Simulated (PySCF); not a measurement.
# C4H12O3Si, SMILES `C[Si](OC)(OC)OC`: electronic structure

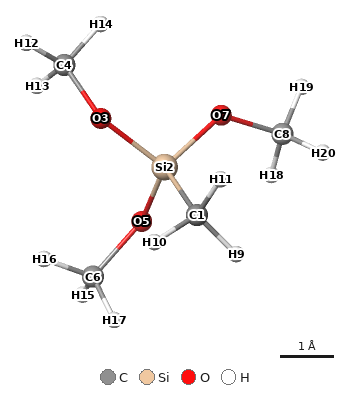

The molecule, with its atoms numbered as below. No frequency check shows the geometry to be a minimum.

Cartesian coordinates (Å):

```
C1      -0.2544    0.7114    2.0440
Si2     -0.0506   -0.0019    0.2990
O3       1.1525   -1.0795    0.4655
C4       1.5984   -2.0321   -0.4644
O5       0.2375    1.1656   -0.8165
C6       1.2594    2.1244   -0.8011
O7      -1.3383   -0.7965   -0.2914
C8      -2.5762   -0.2643   -0.6788
H9      -0.9636    1.5343    2.0409
H10      0.6859    1.0887    2.4319
H11     -0.6177   -0.0347    2.7420
H12      2.4022   -2.5994    0.0063
H13      1.9747   -1.5468   -1.3678
H14      0.7853   -2.7049   -0.7401
H15      1.2837    2.6004   -1.7822
H16      2.2280    1.6634   -0.5959
H17      1.0630    2.8798   -0.0365
H18     -2.4403    0.6011   -1.3284
H19     -3.1175   -1.0444   -1.2154
H20     -3.1516    0.0369    0.1997
```

### 1. Bonding charge

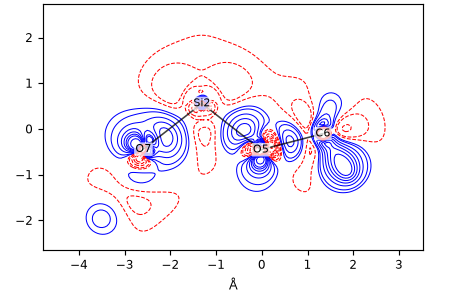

Deformation density (molecule less spherical, spin-averaged free atoms) in the plane of Si2, O5, C6 and O7; contours at ±0.05 to ±0.8 e/Å³; solid blue lines: gain, dashed red lines: loss.

Method: ωB97X/def2-TZVP; geometry: GFN2-xTB; program: PySCF.

> How much density has each bond in this plane gained at its critical point, relative to the free atoms?

Si2–O7: +0.14 e/Å³ at the bond critical point (bond length 1.62 Å, Mayer order 1.2). Si2–O5: +0.12 e/Å³ at the bond critical point (bond length 1.64 Å, Mayer order 1.2). O5–C6: +0.09 e/Å³ at the bond critical point (bond length 1.40 Å, Mayer order 0.9); up to 0.6 Å beside the axis the gain reaches +0.33 e/Å³. In all, 4.9 electrons gather in the regions of gain relative to the promolecule. A small or negative value marks a very polar bond, one between electron-rich atoms, whose free-atom densities already overlap strongly, a long bond to a heavier atom, or a closed-shell contact such as a hydrogen bond.

> Where do the Hirshfeld charges lie?

The highest Hirshfeld charge is on Si2 (+0.54 e), the lowest on O5 (−0.24 e).

```tsv
atom	charge (e)
C1	−0.24
Si2	+0.54
O3	−0.24
C4	−0.04
O5	−0.24
C6	−0.04
O7	−0.24
C8	−0.04
H9	+0.04
H10	+0.05
H11	+0.05
H12	+0.05
H13	+0.04
H14	+0.04
H15	+0.05
H16	+0.04
H17	+0.04
H18	+0.04
H19	+0.05
H20	+0.04
```

### 2. Bond critical points

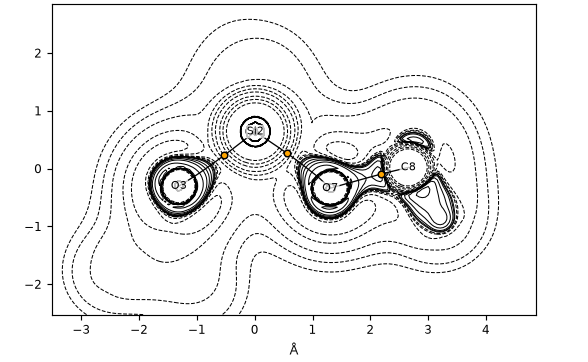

Negative Laplacian of the density (−∇²ρ) in the plane of Si2, O3, O7 and C8 (solid lines positive, dashed lines negative, contours at ±0.02 to ±8 a.u.), with bond paths and bond critical points (dots).

> Sort the bonds in the plane by the sign of ∇²ρ at their critical points.

Concentrated (∇²ρ < 0): O7–C8 (−0.47 a.u.). Depleted (∇²ρ > 0): Si2–O3 (+0.89 a.u., H = −0.054); Si2–O7 (+0.89 a.u., H = −0.054). A positive Laplacian with clearly negative H marks a strongly polar covalent bond, whose critical point lies close to the core of the less electronegative atom.

> Where along O7–C8 does the critical point lie?

0.92 Å from O7 and 0.48 Å from C8.

### 3. Local ionisation energy

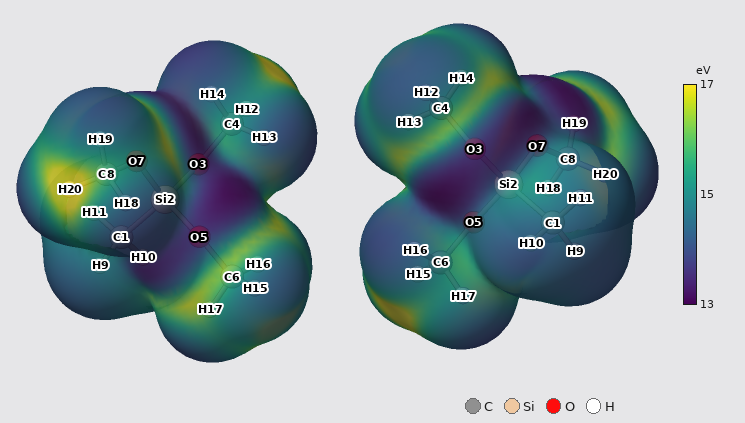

Average local ionisation energy on the surface of electron density 0.001 a.u. (back view left, front view right).

> Locate the minima of the map.

The lowest value is 13.0 eV, 1.9 Å from O5. Further minima include 13.1 eV, 1.9 Å from O3; 13.1 eV, 1.9 Å from O7; 13.2 eV, about equally far (1.9 Å) from O5 and H18. For comparison, the highest occupied orbital lies at −10.5 eV.

### 4. In an electric field

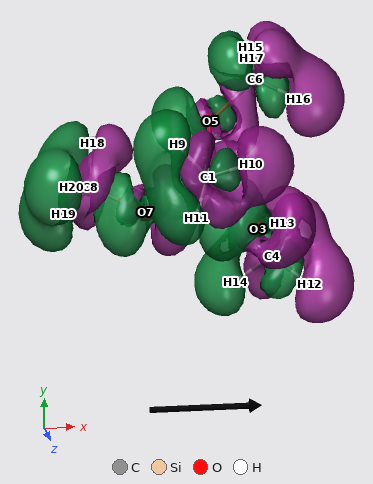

Change of the electron density in a uniform field of 0.21 V/Å along +x (arrow), surfaces at ±0.001 e/Å³ (green: gain, purple: loss).

PySCF calculation, ωB97X/def2-TZVP, gas phase; geometry: GFN2-xTB. A basis without diffuse functions makes polarisabilities too small.

> How large is the response?

The induced dipole is 0.83 D (along the field); α along this axis, from the fields in both directions, is 82 bohr³ (12.1 Å³).

> Which atoms gain and lose the most charge?

Electrons gather most on H20 (Hirshfeld charge changes by −0.006 e) and leave H16 most (+0.007 e); 0.086 electrons are displaced in all.
